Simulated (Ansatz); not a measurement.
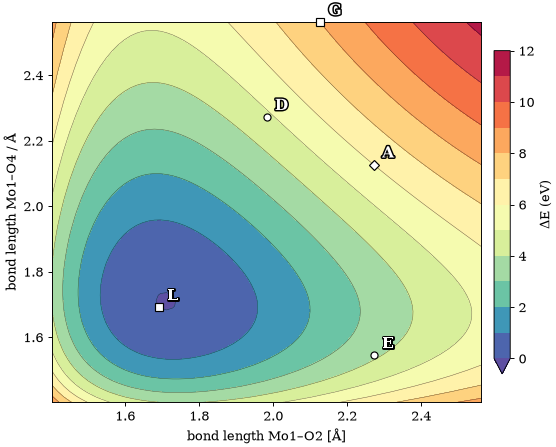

[MoO3Cl]-, charge −1. The first coordinate is: bond length Mo1–O2; the second: bond length Mo1–O4. Nothing is relaxed (all other coordinates rigid). Grid: 9 × 9 points; 45 points were computed and 36 follow by symmetry. Energies: eV, counted from the lowest grid point. The reference is spin-restricted, which grows unreliable where a bond is stretched far. Level of theory: Ansatz, RKS wB97X-V/def2-SVPD.

In the figure: filled contours, lettered points. Between grid points the surface is interpolated.

Q: What kind of point is each of A, D, L: minimum, saddle, maximum or slope?

A: A: on a slope; D: on a slope; L: minimum. (In these two coordinates alone; a stationary point may lie a little off the grid point.)

Q: Rank the lettered points by energy, lowest first.

A: L (0.0 eV), E (3.8 eV), D (4.8 eV), A (6.0 eV), G (8.0 eV).
